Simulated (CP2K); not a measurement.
# CH5GeO (SMILES [CH3][GeH][OH]), run twice

Wanted: energy and forces of CH5GeO, PM6.

Program for the calculation: CP2K 2026.2.

2 further runs of the same task are left out: 2 set aside as unsound or not needed.

## 1. Starting point

CH5GeO has 8 atoms, charge 0, and is taken as a doublet. As SMILES, `[CH3][GeH][OH]`. The shape is that of a PBE0-D4/def2-TZVP optimisation. This is one conformer, not always the lowest.

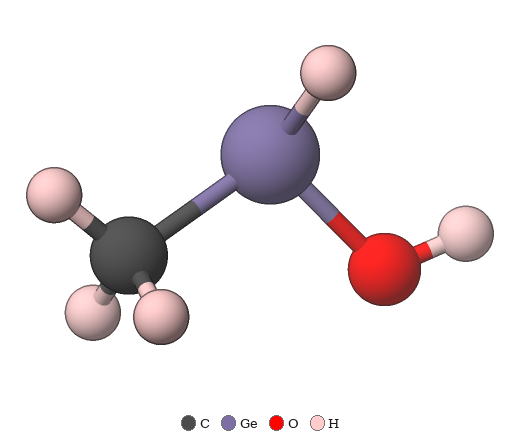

The structure, seen from a chosen angle (carbon dark grey, germanium purple, oxygen red, hydrogen pink).

## 2. First attempt

gas.inp

```
&GLOBAL
   PROJECT_NAME gas
   RUN_TYPE ENERGY_FORCE
   PRINT_LEVEL MEDIUM
&END

&FORCE_EVAL
   METHOD QUICKSTEP
   &DFT
      CHARGE 0
      MULTIPLICITY 2
      UNRESTRICTED_KOHN_SHAM T
      &QS
         METHOD PM6
         EPS_DEFAULT 1.0E-10
         &SE
            &COULOMB
               CUTOFF [angstrom] 50
               RC_RANGE [angstrom] 0
            &END
            &EXCHANGE
               CUTOFF [angstrom] 50
               RC_RANGE [angstrom] 0
            &END
         &END
      &END
      &POISSON
         PERIODIC NONE
         POISSON_SOLVER ANALYTIC
      &END
      &SCF
         SCF_GUESS ATOMIC
         EPS_SCF 1.0E-07
         MAX_SCF 53
         ADDED_MOS 4
         &DIAGONALIZATION
            ALGORITHM STANDARD
         &END
         &MIXING
            METHOD DIRECT_P_MIXING
            ALPHA 0.4
         &END
      &END
      &PRINT
         &MOMENTS
            PERIODIC F
            REFERENCE COM
            MAX_MOMENT 1
         &END
         &MO ON
            ENERGIES T
            OCCUPATION_NUMBERS T
            NDIGITS 6
            &EACH
               QS_SCF 0
            &END
            ADD_LAST NUMERIC
         &END
         &HIRSHFELD OFF
         &END
      &END
   &END
   ! structure
   &SUBSYS
      ! vacuum box
      &CELL
         ABC [angstrom] 15.9 17.8 14.3
         PERIODIC NONE
      &END
      &COORD
         C     -1.265550     1.582457    -1.025743
         Ge     1.667116    -0.527045    -0.262672
         O      0.302545    -3.342737     1.032546
         H     -0.661026     3.416058    -1.745162
         H     -2.357622     1.848719     0.705435
         H     -2.449085     0.656302    -2.433400
         H      3.405475     0.675955     1.802799
         H      1.532379    -4.417991     1.820940
      &END
      &TOPOLOGY
         &CENTER_COORDINATES
         &END
      &END
   &END
   &PRINT
      &FORCES ON
      &END
   &END
&END
```

Launch:

```sh
$ OMP_NUM_THREADS=1 cp2k.psmp -i gas.inp -o gas.out
```

What it wrote:

```text
CP2K| version string:                                       CP2K version 2026.2
 CP2K| Input file name                                                   gas.inp

[... 174 lines left out ...]
  Step     Update method      Time    Convergence         Total energy    Change
[... 56 lines left out ...]
  Total energy [eV]:                                         -531.46435653165179
[... 2 lines left out ...]
  Heat of formation [kcal/mol]:                               667.43948382060466
[... 5 lines left out ...]
 *  \___/     SCF run NOT converged. To continue the calculation regardless,   *
 *    |             please set the keyword IGNORE_CONVERGENCE_FAILURE.         *
[... 5 lines left out ...]
 ===== Routine Calling Stack =====

            4 scf_env_do_scf
            3 qs_energies
            2 qs_forces
            1 CP2K

Program received signal SIGABRT: Process abort signal.

Backtrace for this error:
#0  0x4ff1c245f957 in ???
#1  0x4ff1e2d14cac in __pthread_kill_implementation
#2  0x4ff1e2cbbfb7 in raise
#3  0x4ff1e2ca5d37 in abort
#4  0x4ff1c2b32d83 in ???
#5  0x4ff1c2b34297 in ???
#6  0x4ff1c3a099ab in ???
#7  0x4ff1c3a13c7b in ???
#8  0x4ff1c388555b in ???
#9  0x4ff1c2714d13 in ???
#10  0x4ff1c250a0cf in ???
#11  0x4ff1c2de745f in ???
#12  0x4ff1c2de9d0b in ???
#13  0x4ff1c2500db3 in ???
#14  0x4ff1c24fef13 in ???
#15  0x4ff1e2ca6573 in __libc_start_call_main
#16  0x4ff1e2ca6657 in __libc_start_main_impl
#17  0x4ff1c24ff06f in ???
#18  0xffffffffffffffff in ???
```

Run time: 0.34 s. Hardware: 1 thread of Arm Neoverse V1, shared host.

## 3. Reading the log

No converged result was reached.

The telling line is `\___/     SCF run NOT converged. To continue the calculation regardless,`. What is wrong: numbers in bohr are read as ångström, which stretches the molecule by 1.89. As the program read them, the closest atoms are 1.81 Å apart, against 0.96 Å in the sound input.

## 4. Second attempt

qs.inp

```
&GLOBAL
   PROJECT qs
   RUN_TYPE ENERGY_FORCE
   PRINT_LEVEL MEDIUM
&END
&FORCE_EVAL
   METHOD QS
   &DFT
      CHARGE 0
      MULTIPLICITY 2
      UKS T
      &QS
         METHOD PM6
         EPS_DEFAULT 1.0E-10
         &SE
            &COULOMB
               CUTOFF [angstrom] 50
               RC_RANGE [angstrom] 0
            &END
            &EXCHANGE
               CUTOFF [angstrom] 50
               RC_RANGE [angstrom] 0
            &END
         &END
      &END
      &POISSON
         PERIODIC NONE
         POISSON_SOLVER ANALYTIC
      &END
      &SCF
         SCF_GUESS ATOMIC
         EPS_SCF 1.0E-07
         MAX_SCF 150
         ADDED_MOS 4
         &DIAGONALIZATION
            ALGORITHM STANDARD
         &END
         &MIXING
            METHOD DIRECT_P_MIXING
            ALPHA 0.4
         &END
      &END
      &PRINT
         &MOMENTS
            PERIODIC F
            REFERENCE COM
            MAX_MOMENT 1
         &END
         &MO ON
            ENERGIES T
            OCCUPATION_NUMBERS T
            NDIGITS 6
            &EACH
               QS_SCF 0
            &END
            ADD_LAST NUMERIC
         &END
         &HIRSHFELD OFF
         &END
      &END
   &END
   &SUBSYS
      ! box in angstrom
      &CELL
         ABC [angstrom] 13.1 14.1 12.3
         PERIODIC NONE
      &END
      &COORD
         UNIT bohr
         C     -1.2655496     1.5824567    -1.0257433
         Ge     1.6671164    -0.5270446    -0.2626719
         O      0.3025452    -3.3427365     1.0325464
         H     -0.6610262     3.4160579    -1.7451621
         H     -2.3576223     1.8487191     0.7054348
         H     -2.4490851     0.6563019    -2.4334003
         H      3.4054754     0.6759550     1.8027987
         H      1.5323789    -4.4179907     1.8209401
      &END
      &TOPOLOGY
         &CENTER_COORDINATES
         &END
      &END
   &END
   ! extra output
   &PRINT
      &FORCES ON
      &END
   &END
&END
```

Launch:

```sh
$ OMP_NUM_THREADS=1 cp2k.psmp -i qs.inp > qs.out 2>&1
```

What it wrote:

```text
CP2K| version string:                                       CP2K version 2026.2
[...]
 GLOBAL| Method name                                                        CP2K
[...]
 GLOBAL| Run type                                                   ENERGY_FORCE
[...]
                             - Atoms:                                          8
[...]
                             - Spherical basis functions:                     17
[...]
 Number of electrons:                                                         10
[...]
     1 P_Mix/Diag. 0.40E+00    0.0     0.36346898       -16.1880095282 -1.62E+01
[...]
    22 DIIS/Diag.  0.59E-07    0.0     0.00000006       -20.6291871307 -1.81E-13
  *** SCF run converged in    22 steps ***
  Core-core repulsion energy [eV]:                            844.60856516825754
  Core Hamiltonian energy [eV]:                              -926.34221302215053
  Two-electron integral energy [eV]:                         -959.23016361849409
  Electronic energy [eV]:                                   -1405.95729483139758
  Total energy [eV]:                                         -561.34872966313992
  Atomic reference energy [eV]:                               560.40726958839400
  Heat of formation [kcal/mol]:                               -21.71058680562702
[...]
 SE_DIPOLE| Moment [Debye]         -1.61458166      -1.41957846      -0.48905409
 SE_DIPOLE| Derivative [a.u.]       0.00000000       0.00000000       0.00000000
 ENERGY| Total FORCE_EVAL ( QS ) energy [hartree]            -20.629187130734238
 FORCES| Atomic forces [hartree/bohr]
 FORCES|   Atom     x               y               z               |f|
 FORCES|      1  1.71262425E-02 -9.02216332E-03 -5.62196812E-04   1.93655281E-02
 FORCES|      2 -5.40575156E-03  2.47756606E-02  1.70951165E-02   3.05826506E-02
 FORCES|      3  1.40000675E-02 -1.64735675E-03  5.62916589E-04   1.41078897E-02
 FORCES|      4 -2.13855703E-03  1.45246870E-03 -8.74336271E-04   2.72902096E-03
 FORCES|      5 -2.24021739E-03  1.25851691E-04  1.72540277E-04   2.25037391E-03
 FORCES|      6 -3.52715473E-03  7.81429638E-04 -9.95127942E-04   3.74722996E-03
 FORCES|      7 -8.60951546E-03 -1.04544492E-02 -1.68878567E-02   2.16476088E-02
 FORCES|      8 -9.20511383E-03 -6.01144137E-03  1.48894428E-03   1.10945258E-02
 FORCES| Sum     1.04083409E-16  1.04083409E-16 -5.55111512E-17
 FORCES| Total atomic force                                       1.57315606E-16
[...]
```

Wall time 0.3 s (1 thread of Arm Neoverse V1, shared host).

## 5. Summary of results

Level: PM6.

| quantity | value |
| --- | --- |
| total energy | -20.62919 Eh |
| dipole moment | 2.20 D |
| HOMO energy (highest over α and β) | -7.57 eV |
| LUMO energy (lowest over α and β) | -1.31 eV |
| heat of formation at this unrelaxed shape | -21.7 kcal/mol |
| largest force on an atom | 1.573 eV/Å |

**Reading.** The largest force is 1.57 eV/Å: the shape isn't a stationary point for this species at this level.
